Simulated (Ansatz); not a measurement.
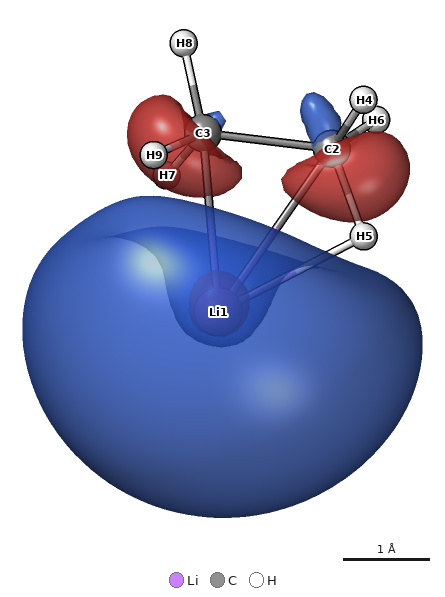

*C2H6Li (charge +1). One frontier orbital at ±0.08 Å⁻³ᐟ² (blue and red are the two phases), seen across its widest extent.*

Geometry: PBE0-D4/def2-TZVP.

These are results of RKS PBE0-D4/def2-TZVPPD (Ansatz), not measurements.

```xyz
9

Li   -0.0063    0.0879   -1.8819
C    -0.7208    0.2205    0.3365
C     0.7174   -0.2388    0.0883
H    -0.7341    1.1268    0.9411
H    -1.3371    0.4651   -0.5510
H    -1.2838   -0.5506    0.8614
H     0.7980   -1.1934   -0.4575
H     1.2060   -0.4438    1.0400
H     1.3608    0.5262   -0.3768
```

Which orbital is it: HOMO or LUMO?

Answer. The LUMO, at −5.67 eV. Its weight (Hirshfeld) is mainly on Li1 (about 75 %).
